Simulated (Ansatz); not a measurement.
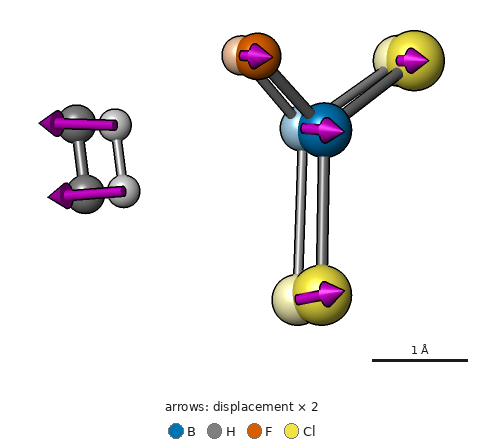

A relaxation of BH$_{2}$Cl$_{2}$F. The starting structure is drawn faded, the final one solid; purple arrows show the displacements, magnified 2 times. The two geometries are superimposed by the best rigid fit.

A ball-and-stick model, seen at a tilt.

The run prepares an end point of a later path (reaction) calculation, from a guessed geometry.

Level of theory: Ansatz, RKS PBE-D4/def2-SVP. (no spin polarisation; force threshold 0.03 eV/Å; at most 50 steps)

Atoms of which element are displaced furthest, and by how much?

Answer. Hydrogen: up to 0.49 Å, against 0.30 Å for chlorine.

What happened in the run?

Answer. An H atom moves most after the best rigid fit: 0.49 Å. Largest moves by element: H 0.49 Å, Cl 0.30 Å, B 0.27 Å, F 0.20 Å. Near-neighbour distances that change, for instance: B–Cl 1.821 → 1.754 Å, H–H 0.722 → 0.768 Å. Over 9 accepted moves (11 points after the start) the energy falls by 0.186 eV. The largest force component goes from 1.9 to 0.013 eV/Å. The line search rejected the trial steps at points 2, 5 of the run. Cost: 27 s on 1 thread of Arm Neoverse V1, with other jobs on the host, peak memory 0.14 GiB.

Limits of the set-up: the start holds two separate molecules, 2.3 Å apart at their closest, whose relative position is a soft coordinate.
